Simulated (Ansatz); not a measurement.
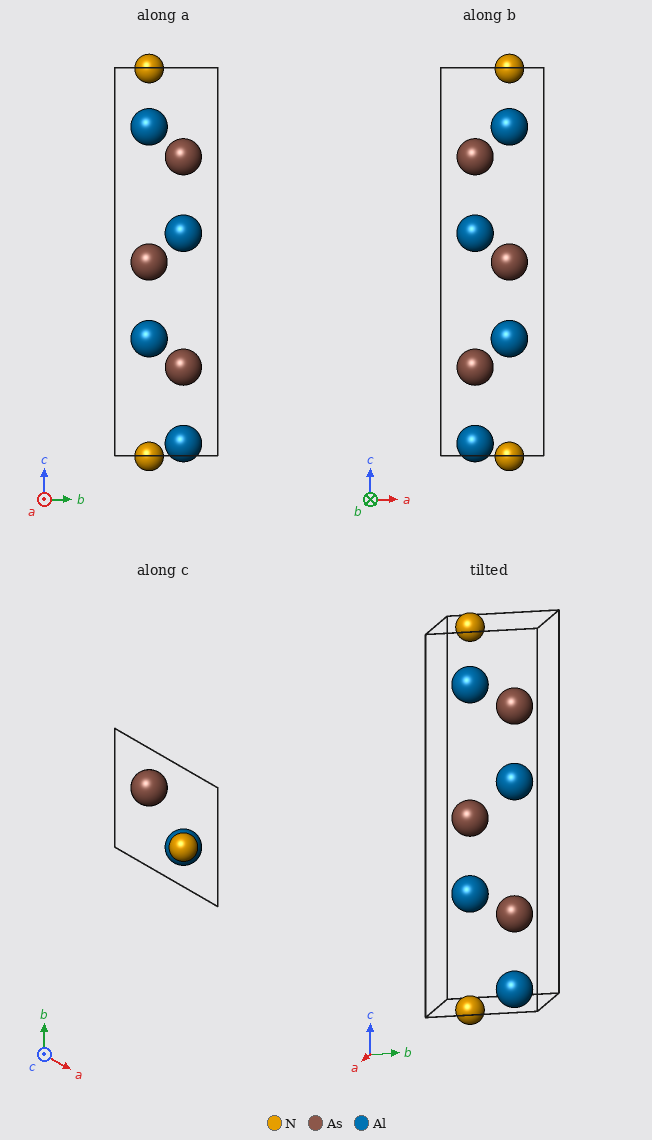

Spheres-only drawing of the structure, looking along the a axis, along the b axis, along the c axis and slightly off an axis. Atoms at the boundary of the conventional unit cell (the box) are drawn once for each face, edge or corner they touch.

Lattice parameters: a = 3.837 Å, b = 3.837 Å, c = 12.536 Å, α = 90.00°, β = 90.00°, γ = 120.00°. Put a along x and b in the xy plane.

> Reconstruct the structure as a POSCAR file, with free fractional coordinates to two decimals.

```
N As Al
1.0
     3.837    0.000    0.000
    -1.918    3.323    0.000
     0.000    0.000   12.536
N As Al
1 3 4
Direct
  0.6667 0.3333 0.00
  0.6667 0.3333 0.50
  0.3333 0.6667 0.77
  0.3333 0.6667 0.23
  0.6667 0.3333 0.85
  0.6667 0.3333 0.30
  0.3333 0.6667 0.57
  0.3333 0.6667 0.03
```

Its origin is a structure type filled with these elements by a generator (whether the compound takes this form wasn't checked). The geometry was optimised with DFT, PBE, plane waves, PAW in Ansatz.
